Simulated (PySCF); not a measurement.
# Al2Cl7: relaxation and vibrations and intensities

The task, for Al2Cl7: 2 runs in a chain (relaxation and vibrations and intensities).

Computed with PySCF 2.14.0 (relaxation, b3lyp, def2-tzvpd, and further levels as typed in the inputs, unless a step's input says otherwise).

## (1) The starting structure

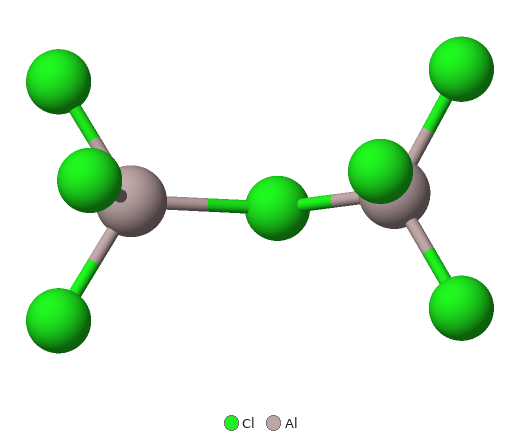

The starting structure, seen from a chosen angle (chlorine green, aluminium light grey).

As a file:

```xyz
9

Cl    0.0000    0.0000    0.0000
Al    2.0000    0.0000    1.1000
Al   -2.0000    0.0000    1.1000
Cl    3.0593    1.8008    1.3119
Cl    3.0593   -1.8008    1.3119
Cl    2.2090    0.0000    3.1896
Cl   -3.0593    1.8008    1.3119
Cl   -3.0593   -1.8008    1.3119
Cl   -2.2090    0.0000    3.1896
```

## (2) Relaxation: Al2Cl7, charge -1

File run.py:

```python
from pyscf import gto, dft
from pyscf.geomopt.geometric_solver import optimize
mol = gto.M(atom="mol.xyz", basis="def2-tzvpd", charge=-1, verbose=4)
mf = dft.RKS(mol, xc="b3lyp").density_fit().run(conv_tol=1e-9)
m = optimize(mf, maxsteps=60)
print("optimised structure (A):")
for k in range(m.natm): print(m.atom_symbol(k), *(f"{x:.8f}" for x in m.atom_coords(unit="A")[k]))
```

Started as:

```sh
python run.py
```

What it wrote:

```text
    0.005839 -0.010878  0.010351
  Cl   3.359465   1.371667   0.306756    0.000453 -0.024285 -0.018379
  Cl   2.084280  -1.887256   0.994777   -0.019328 -0.000903  0.087921
  Cl   2.276656   0.547463   3.599342    0.008450  0.082243  0.008559
  Cl  -3.388069   1.573150   0.754527   -0.000150  0.022462  0.083125
  Cl  -2.180647  -1.757437   0.410136   -0.013272  0.025564 -0.051434
  Cl  -2.049155  -0.142845   3.584383    0.042169 -0.081560  0.005283
New geometry
   1 Cl     0.002238508719   1.035405593377   0.897810355438 AA    0.004230168406   1.956632999325   1.696615683577 Bohr
   2 Al     2.059513229905   0.178243508449   1.515917778343 AA    3.891915954439   0.336831414451   2.864669428428 Bohr
   3 Al    -2.029352990469   0.085425661985   1.470187322004 AA   -3.834921362053   0.161431105161   2.778251390396 Bohr
   4 Cl     3.359464961331   1.371667365991   0.306756235528 AA    6.348468701988   2.592075655726   0.579685272150 Bohr
   5 Cl     2.084279660292  -1.887256484319   0.994777207569 AA    3.938717724954  -3.566397882173   1.879856477266 Bohr
   6 Cl     2.276655565474   0.547463004748   3.599342398011 AA    4.302255498713   1.034555142305   6.801771360776 Bohr
   7 Cl    -3.388068527104   1.573149624959   0.754527085474 AA   -6.402521607486   2.972821944135   1.425849545113 Bohr
   8 Cl    -2.180646976835  -1.757437468257   0.410135651787 AA   -4.120825560579  -3.321075496055   0.775044055797 Bohr
   9 Cl    -2.049155098837  -0.142844659962   3.584383402371 AA   -3.872341923559  -0.269937285685   6.773502955918 Bohr

******** <class 'pyscf.scf.hf.DFRKS_Scanner'> ********
method = DFRKS_Scanner
initial guess = minao
damping factor = 0
level_shift factor = 0
DIIS = <class 'pyscf.scf.diis.CDIIS'>
diis_start_cycle = 1
diis_space = 8
diis_damp = 0
SCF conv_tol = 1e-09
SCF conv_tol_grad = None
SCF max_cycles = 50
direct_scf = False
XC library pyscf.dft.libxc version 7.0.0
    S. Lehtola, C. Steigemann, M. J.T. Oliveira, and M. A.L. Marques.,  SoftwareX 7, 1–5 (2018)
XC functionals = b3lyp
    P. J. Stephens, F. J. Devlin, C. F. Chabalowski, and M. J. Frisch.,  J. Phys. Chem. 98, 11623 (1994)
radial grids:
    Treutler-Ahlrichs [JCP 102, 346 (1995); DOI:10.1063/1.469408] (M4) radial grids

becke partition: Becke, JCP 88, 2547 (1988); DOI:10.1063/1.454033
pruning grids: <function nwchem_prune at 0xf91dcb6d00e0>
grids dens level: 3
symmetrized grids: False
atomic radii adjust function: <function treutler_atomic_radii_adjust at 0xf91dcb6d07c0>
small_rho_cutoff = 0
Set gradient conv threshold to 3.16228e-05
tot grids = 170520
******** <class 'pyscf.df.df.DF'> ********
auxbasis = def2-tzvp-jkfit
init E= -3707.16956800356
  HOMO = -0.194719023079799  LUMO = 0.0744064445307422  gap/eV = 7.32328
cycle= 1 E= -3707.17457480834  delta_E= -0.00501  |g|= 0.0094  |ddm|= 0.102
  HOMO = -0.1925248294013  LUMO = 0.0759836183050693  gap/eV = 7.30649
cycle= 2 E= -3707.17458915327  delta_E= -1.43e-05  |g|= 0.00726  |ddm|= 0.0145
  HOMO = -0.193096363958448  LUMO = 0.0756293040129532  gap/eV = 7.31240
cycle= 3 E= -3707.17460195951  delta_E= -1.28e-05  |g|= 0.00245  |ddm|= 0.00736
  HOMO = -0.193083833792456  LUMO = 0.0756944704175515  gap/eV = 7.31383
cycle= 4 E= -3707.17460344758  delta_E= -1.49e-06  |g|= 0.000838  |ddm|= 0.00235
  HOMO = -0.193047976374177  LUMO = 0.0756884900284013  gap/eV = 7.31269
cycle= 5 E= -3707.17460360218  delta_E= -1.55e-07  |g|= 9.78e-05  |ddm|= 0.000773
  HOMO = -0.193047167733897  LUMO = 0.0756918088089314  gap/eV = 7.31276
cycle= 6 E= -3707.17460360387  delta_E= -1.69e-09  |g|= 4.83e-05  |ddm|= 0.000117
  HOMO = -0.193047167842164  LUMO = 0.0756909238821383  gap/eV = 7.31274
cycle= 7 E= -3707.17460360441  delta_E= -5.48e-10  |g|= 5.69e-06  |ddm|= 4.35e-05
  HOMO = -0.193047209318593  LUMO = 0.0756910594476674  gap/eV = 7.31274
Extra cycle  E= -3707.17460360441  delta_E= 4.55e-12  |g|= 6.43e-06  |ddm|= 1.01e-05
converged SCF energy = -3707.17460360441

******** <class 'pyscf.grad.rhf.Gradients_Scanner'> for <class 'pyscf.scf.hf.DFRKS_Scanner'> ********
unit = Eh/Bohr
grid_response = False
--------------- DFRKS_Scanner gradients ---------------
         x                y                z
0 Cl     0.0005000691    -0.0002792060     0.0003339814
1 Al     0.0000650734     0.0013287364     0.0005202396
2 Al    -0.0002602567     0.0014604094     0.0001819319
3 Cl    -0.0001554990    -0.0001630988     0.0000022358
4 Cl     0.0001514470    -0.0008719267    -0.0002743001
5 Cl    -0.0001492450    -0.0002267333    -0.0004944696
6 Cl     0.0000451993    -0.0004110486     0.0000705470
7 Cl    -0.0001244835    -0.0006636680     0.0000110515
8 Cl    -0.0000562625    -0.0001924994    -0.0003046797
----------------------------------------------
cycle 38: E = -3707.1746036  dE = -8.65235e-05  norm(grad) = 0.00258962

Geometry optimization cycle 39
Cartesian coordinates (Angstrom)
 Atom        New coordinates             dX        dY        dZ
  Cl  -0.006708   1.054391   0.911328   -0.008946  0.018985  0.013518
  Al   2.048034   0.213125   1.561422   -0.011480  0.034881  0.045504
  Al  -2.014007   0.061803   1.491850    0.015346 -0.023622  0.021663
  Cl   3.354183   1.302523   0.261969   -0.005282 -0.069144 -0.044787
  Cl   2.025266  -1.880987   1.200067   -0.059014  0.006270  0.205290
  Cl   2.304146   0.735625   3.611187    0.027490  0.188162  0.011845
  Cl  -3.384899   1.612296   0.942410    0.003170  0.039147  0.187883
  Cl  -2.205651  -1.686217   0.292216   -0.025004  0.071221 -0.117919
  Cl  -1.957137  -0.325691   3.583413    0.092018 -0.182846 -0.000970
New geometry
   1 Cl    -0.006707806770   1.054390569595   0.911328287802 AA   -0.012675917691   1.992509404858   1.722160873514 Bohr
   2 Al     2.048033686455   0.213124846642   1.561422138894 AA    3.870222761283   0.402747590493   2.950660207342 Bohr
   3 Al    -2.014007239650   0.061803361957   1.491850067590 AA   -3.805922095830   0.116791427675   2.819188046658 Bohr
   4 Cl     3.354182942469   1.302523073358   0.261969235359 AA    6.338487132953   2.461411879574   0.495050107891 Bohr
   5 Cl     2.025265843597  -1.880986707332   1.200067230638 AA    3.827197773834  -3.554549720805   2.267798396970 Bohr
   6 Cl     2.304145904661   0.735625435654   3.611187076550 AA    4.354204710848   1.390130603649   6.824154559249 Bohr
   7 Cl    -3.384898610392   1.612296308216   0.942410329195 AA   -6.396531333062   3.046798454175   1.780897419139 Bohr
   8 Cl    -2.205651103615  -1.686216941361   0.292216225284 AA   -4.168076512178  -3.186488205775   0.552208634940 Bohr
   9 Cl    -1.957136624958  -0.325690664874   3.583413062408 AA   -3.698452209526  -0.615466157939   6.771669279139 Bohr

******** <class 'pyscf.scf.hf.DFRKS_Scanner'> ********
method = DFRKS_Scanner
initial guess = minao
damping factor = 0
level_shift factor = 0
DIIS = <class 'pyscf.scf.diis.CDIIS'>
diis_start_cycle = 1
diis_space = 8
diis_damp = 0
SCF conv_tol = 1e-09
SCF conv_tol_grad = None
SCF max_cycles = 50
direct_scf = False
XC library pyscf.dft.libxc version 7.0.0
    S. Lehtola, C. Steigemann, M. J.T. Oliveira, and M. A.L. Marques.,  SoftwareX 7, 1–5 (2018)
XC functionals = b3lyp
    P. J. Stephens, F. J. Devlin, C. F. Chabalowski, and M. J. Frisch.,  J. Phys. Chem. 98, 11623 (1994)
radial grids:
    Treutler-Ahlrichs [JCP 102, 346 (1995); DOI:10.1063/1.469408] (M4) radial grids

becke partition: Becke, JCP 88, 2547 (1988); DOI:10.1063/1.454033
pruning grids: <function nwchem_prune at 0xf91dcb6d00e0>
grids dens level: 3
symmetrized grids: False
atomic radii adjust function: <function treutler_atomic_radii_adjust at 0xf91dcb6d07c0>
small_rho_cutoff = 0
Set gradient conv threshold to 3.16228e-05
tot grids = 170520
******** <class 'pyscf.df.df.DF'> ********
auxbasis = def2-tzvp-jkfit
init E= -3707.14979398136
  HOMO = -0.202079857761998  LUMO = 0.0688659556216689  gap/eV = 7.37281
cycle= 1 E= -3707.17442136769  delta_E= -0.0246  |g|= 0.0336  |ddm|= 0.236
  HOMO = -0.19045822562129  LUMO = 0.0776241805883608  gap/eV = 7.29489
cycle= 2 E= -3707.17439201902  delta_E= 2.93e-05  |g|= 0.0374  |ddm|= 0.0601
[... 733 lines left out ...]
cycle 47: E = -3707.17500289  dE = -1.86398e-07  norm(grad) = 0.000248078

Geometry optimization cycle 48
Cartesian coordinates (Angstrom)
 Atom        New coordinates             dX        dY        dZ
  Cl  -0.001354   1.053803   0.937652    0.001927  0.000778  0.002068
  Al   2.046384   0.264897   1.670173   -0.000005 -0.002565  0.003708
  Al  -1.981009   0.020681   1.542165    0.000817  0.002885  0.002061
  Cl   3.361495   1.116737   0.212041    0.002631 -0.003190  0.005908
  Cl   1.976197  -1.858675   1.615393   -0.003336 -0.002441  0.001867
  Cl   2.339997   1.087636   3.614273    0.000097 -0.004945  0.004736
  Cl  -3.373349   1.632017   1.330713    0.002014  0.003569  0.000733
  Cl  -2.298014  -1.527165   0.111351    0.000577  0.002171  0.002720
  Cl  -1.766926  -0.663076   3.543201    0.000337  0.004569  0.002720
New geometry
   1 Cl    -0.001354178274   1.053803298727   0.937651795633 AA   -0.002559026061   1.991399623757   1.771905093953 Bohr
   2 Al     2.046384018983   0.264897183197   1.670173286179 AA    3.867105341565   0.500583127411   3.156170091444 Bohr
   3 Al    -1.981008631851   0.020680673654   1.542165491369 AA   -3.743563764597   0.039080809277   2.914270417442 Bohr
   4 Cl     3.361495272867   1.116736973789   0.212041246333 AA    6.352305434739   2.110327033637   0.400699882680 Bohr
   5 Cl     1.976197207761  -1.858674586858   1.615392739551 AA    3.734471490799  -3.512385923851   3.052649861363 Bohr
   6 Cl     2.339996749470   1.087635605322   3.614272674167 AA    4.421952988870   2.055333417384   6.829985493675 Bohr
   7 Cl    -3.373349272698   1.632017191325   1.330712978422 AA   -6.374706247899   3.084065522186   2.514683079621 Bohr
   8 Cl    -2.298013596614  -1.527164545893   0.111350579306 AA   -4.342616328127  -2.885922738883   0.210422098699 Bohr
   9 Cl    -1.766926472584  -0.663075766086   3.543201230152 AA   -3.339007115428  -1.253031597739   6.695679929210 Bohr

******** <class 'pyscf.scf.hf.DFRKS_Scanner'> ********
method = DFRKS_Scanner
initial guess = minao
damping factor = 0
level_shift factor = 0
DIIS = <class 'pyscf.scf.diis.CDIIS'>
diis_start_cycle = 1
diis_space = 8
diis_damp = 0
SCF conv_tol = 1e-09
SCF conv_tol_grad = None
SCF max_cycles = 50
direct_scf = False
XC library pyscf.dft.libxc version 7.0.0
    S. Lehtola, C. Steigemann, M. J.T. Oliveira, and M. A.L. Marques.,  SoftwareX 7, 1–5 (2018)
XC functionals = b3lyp
    P. J. Stephens, F. J. Devlin, C. F. Chabalowski, and M. J. Frisch.,  J. Phys. Chem. 98, 11623 (1994)
radial grids:
    Treutler-Ahlrichs [JCP 102, 346 (1995); DOI:10.1063/1.469408] (M4) radial grids

becke partition: Becke, JCP 88, 2547 (1988); DOI:10.1063/1.454033
pruning grids: <function nwchem_prune at 0xf91dcb6d00e0>
grids dens level: 3
symmetrized grids: False
atomic radii adjust function: <function treutler_atomic_radii_adjust at 0xf91dcb6d07c0>
small_rho_cutoff = 0
Set gradient conv threshold to 3.16228e-05
tot grids = 170520
******** <class 'pyscf.df.df.DF'> ********
auxbasis = def2-tzvp-jkfit
init E= -3707.17500208283
  HOMO = -0.192592289599912  LUMO = 0.0761987081961743  gap/eV = 7.31418
cycle= 1 E= -3707.17500308085  delta_E= -9.98e-07  |g|= 0.000347  |ddm|= 0.00422
  HOMO = -0.192614759976175  LUMO = 0.0761714170090931  gap/eV = 7.31404
cycle= 2 E= -3707.17500310505  delta_E= -2.42e-08  |g|= 0.000246  |ddm|= 0.000578
  HOMO = -0.192611502352167  LUMO = 0.0761806687370441  gap/eV = 7.31421
cycle= 3 E= -3707.17500311861  delta_E= -1.36e-08  |g|= 0.000108  |ddm|= 0.000286
  HOMO = -0.192611693389386  LUMO = 0.0761783037453148  gap/eV = 7.31415
cycle= 4 E= -3707.17500312154  delta_E= -2.93e-09  |g|= 2.41e-05  |ddm|= 9.44e-05
  HOMO = -0.192611828227531  LUMO = 0.076178414133023  gap/eV = 7.31416
cycle= 5 E= -3707.17500312167  delta_E= -1.32e-10  |g|= 4.88e-06  |ddm|= 2.24e-05
  HOMO = -0.19261192379477  LUMO = 0.0761782974324861  gap/eV = 7.31415
Extra cycle  E= -3707.17500312167  delta_E= 1.82e-12  |g|= 6.11e-06  |ddm|= 9.21e-06
converged SCF energy = -3707.17500312167

******** <class 'pyscf.grad.rhf.Gradients_Scanner'> for <class 'pyscf.scf.hf.DFRKS_Scanner'> ********
unit = Eh/Bohr
grid_response = False
--------------- DFRKS_Scanner gradients ---------------
         x                y                z
0 Cl    -0.0000277251    -0.0000185184    -0.0000001343
1 Al    -0.0000469598    -0.0001225428    -0.0000692374
2 Al    -0.0000227952    -0.0000121126    -0.0000913719
3 Cl     0.0000010142     0.0000384149    -0.0000163010
4 Cl     0.0000177518     0.0000951678     0.0000198090
5 Cl     0.0000388130     0.0000272081     0.0000378027
6 Cl    -0.0000016317    -0.0000522830     0.0000105079
7 Cl     0.0000113797     0.0000243877     0.0000175340
8 Cl     0.0000174791     0.0000139503     0.0000128831
----------------------------------------------
cycle 48: E = -3707.17500312  dE = -2.31908e-07  norm(grad) = 0.000227749

Geometry optimization cycle 49
Cartesian coordinates (Angstrom)
 Atom        New coordinates             dX        dY        dZ
  Cl  -0.000117   1.054383   0.939157    0.001237  0.000580  0.001505
  Al   2.046532   0.263691   1.672408    0.000148 -0.001206  0.002235
  Al  -1.980419   0.022261   1.543684    0.000590  0.001580  0.001519
  Cl   3.363248   1.114597   0.215367    0.001753 -0.002140  0.003326
  Cl   1.974127  -1.859983   1.616398   -0.002070 -0.001308  0.001006
  Cl   2.339736   1.085178   3.616979   -0.000260 -0.002458  0.002706
  Cl  -3.371564   1.634450   1.331054    0.001785  0.002433  0.000341
  Cl  -2.297537  -1.525997   0.113094    0.000476  0.001168  0.001743
  Cl  -1.767292  -0.661096   3.544921   -0.000366  0.001980  0.001720
New geometry
   1 Cl    -0.000117448116   1.054382950916   0.939156731215 AA   -0.000221944772   1.992495007641   1.774749010039 Bohr
   2 Al     2.046531556764   0.263691465624   1.672408255668 AA    3.867384147563   0.498304651415   3.160393571675 Bohr
   3 Al    -1.980418595443   0.022260909023   1.543684309929 AA   -3.742448757384   0.042067021337   2.917140568553 Bohr
   4 Cl     3.363248265394   1.114597216982   0.215367396265 AA    6.355618110514   2.106283479298   0.406985395101 Bohr
   5 Cl     1.974126840080  -1.859982732264   1.616398337590 AA    3.730559062904  -3.514857960400   3.054550166247 Bohr
   6 Cl     2.339736486758   1.085178028641   3.616979124111 AA    4.421461163624   2.050689270528   6.835099942838 Bohr
   7 Cl    -3.371563812604   1.634449732200   1.331053932129 AA   -6.371332217316   3.088662358226   2.515327388748 Bohr
   8 Cl    -2.297537167706  -1.525996626317   0.113093900518 AA   -4.341716007974  -2.883715690749   0.213716498338 Bohr
   9 Cl    -1.767292311404  -0.661095562396   3.544920960113 AA   -3.339698450604  -1.249289555094   6.698929747844 Bohr

******** <class 'pyscf.scf.hf.DFRKS_Scanner'> ********
method = DFRKS_Scanner
initial guess = minao
damping factor = 0
level_shift factor = 0
DIIS = <class 'pyscf.scf.diis.CDIIS'>
diis_start_cycle = 1
diis_space = 8
diis_damp = 0
SCF conv_tol = 1e-09
SCF conv_tol_grad = None
SCF max_cycles = 50
direct_scf = False
XC library pyscf.dft.libxc version 7.0.0
    S. Lehtola, C. Steigemann, M. J.T. Oliveira, and M. A.L. Marques.,  SoftwareX 7, 1–5 (2018)
XC functionals = b3lyp
    P. J. Stephens, F. J. Devlin, C. F. Chabalowski, and M. J. Frisch.,  J. Phys. Chem. 98, 11623 (1994)
radial grids:
    Treutler-Ahlrichs [JCP 102, 346 (1995); DOI:10.1063/1.469408] (M4) radial grids

becke partition: Becke, JCP 88, 2547 (1988); DOI:10.1063/1.454033
pruning grids: <function nwchem_prune at 0xf91dcb6d00e0>
grids dens level: 3
symmetrized grids: False
atomic radii adjust function: <function treutler_atomic_radii_adjust at 0xf91dcb6d07c0>
small_rho_cutoff = 0
Set gradient conv threshold to 3.16228e-05
tot grids = 170520
******** <class 'pyscf.df.df.DF'> ********
auxbasis = def2-tzvp-jkfit
init E= -3707.17498035419
  HOMO = -0.19260322466935  LUMO = 0.076192292290631  gap/eV = 7.31430
cycle= 1 E= -3707.17500327624  delta_E= -2.29e-05  |g|= 0.000259  |ddm|= 0.00264
  HOMO = -0.19260359402039  LUMO = 0.0761865957927195  gap/eV = 7.31415
cycle= 2 E= -3707.17500328429  delta_E= -8.05e-09  |g|= 0.000237  |ddm|= 0.0005
  HOMO = -0.192604815815971  LUMO = 0.076188509816538  gap/eV = 7.31424
cycle= 3 E= -3707.17500329834  delta_E= -1.4e-08  |g|= 5.48e-05  |ddm|= 0.000247
  HOMO = -0.192604753810995  LUMO = 0.0761881932863146  gap/eV = 7.31423
cycle= 4 E= -3707.17500329895  delta_E= -6.09e-10  |g|= 2.04e-05  |ddm|= 5.21e-05
  HOMO = -0.19260461156255  LUMO = 0.0761883236531358  gap/eV = 7.31423
Extra cycle  E= -3707.17500329888  delta_E= 7.46e-11  |g|= 2.65e-05  |ddm|= 3.84e-05
converged SCF energy = -3707.17500329888

******** <class 'pyscf.grad.rhf.Gradients_Scanner'> for <class 'pyscf.scf.hf.DFRKS_Scanner'> ********
unit = Eh/Bohr
grid_response = False
--------------- DFRKS_Scanner gradients ---------------
         x                y                z
0 Cl    -0.0000182344    -0.0000184854    -0.0000073359
1 Al    -0.0000242060    -0.0000371019    -0.0000598723
2 Al    -0.0000333507     0.0000141406    -0.0000403359
3 Cl    -0.0000172426     0.0000190283     0.0000018891
4 Cl     0.0000087920     0.0000472551     0.0000101432
5 Cl     0.0000312665     0.0000171828     0.0000156759
6 Cl     0.0000087873    -0.0000484213     0.0000056927
7 Cl     0.0000126859    -0.0000100916    -0.0000145269
8 Cl     0.0000190262     0.0000095223     0.0000106433
----------------------------------------------
cycle 49: E = -3707.1750033  dE = -1.77204e-07  norm(grad) = 0.000131541
optimised structure (A):
Cl -0.00011745 1.05438295 0.93915673
Al 2.04653156 0.26369147 1.67240826
Al -1.98041860 0.02226091 1.54368431
Cl 3.36324827 1.11459722 0.21536740
Cl 1.97412684 -1.85998273 1.61639834
Cl 2.33973649 1.08517803 3.61697912
Cl -3.37156381 1.63444973 1.33105393
Cl -2.29753717 -1.52599663 0.11309390
Cl -1.76729231 -0.66109556 3.54492096
```

Wall time 89 min (4 threads of Arm Neoverse N1, shared host).

(Part 1 of 2 ends here.)
